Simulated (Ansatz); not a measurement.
```
CELL_PARAMETERS angstrom
3.86683 0.00000 0.00000
-1.93342 3.34877 0.00000
0.00000 0.00000 15.87686
ATOMIC_POSITIONS crystal
Zn 0.00000 0.00000 0.14257
Se 0.00000 0.00000 0.97448
Se 0.33333 0.66667 0.19324
Se 0.33333 0.66667 0.87725
Se 0.00000 0.00000 0.49620
Se 0.33333 0.66667 0.59299
Se 0.66667 0.33333 0.40080
Se 0.66667 0.33333 0.78147
```

Space group P3m1; a generated structure, not necessarily the stable one.

All numbers below come from DFT r2SCAN, scalar-relativistic, plane waves, PAW (Ansatz).

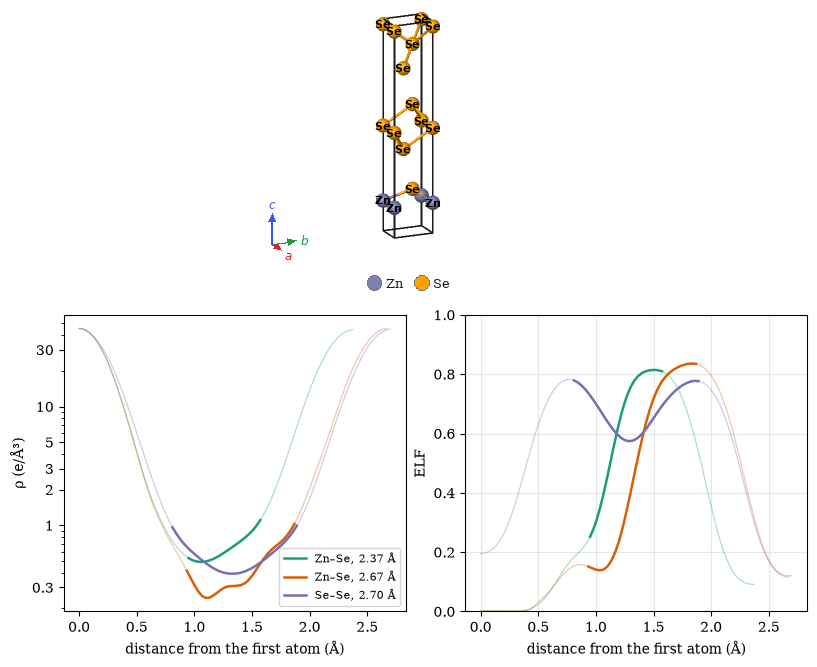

ZnSe$_{7}$. Valence pseudo-density and ELF along straight lines between neighbouring atoms. Thin, pale parts lie inside the atomic spheres. The structure is drawn too.

The density is the valence pseudo-density of a PAW calculation; it isn't the true density close to the nuclei.

Question: Compare the contacts.

Answer: Zn–Se (2.37 Å): ρ is about 0.53 e/Å³ halfway; the ELF is about 0.60 at the midpoint.
Zn–Se (2.67 Å): the density is about 0.31 e/Å³ at the midpoint, with its minimum of 0.24 e/Å³ about 1.1 Å from Zn; the ELF is about 0.45 at the midpoint and 0.15 at its lowest between the atoms.
Se–Se (2.70 Å): ρ at the midpoint is about 0.39 e/Å³; the ELF is about 0.60 at the midpoint.
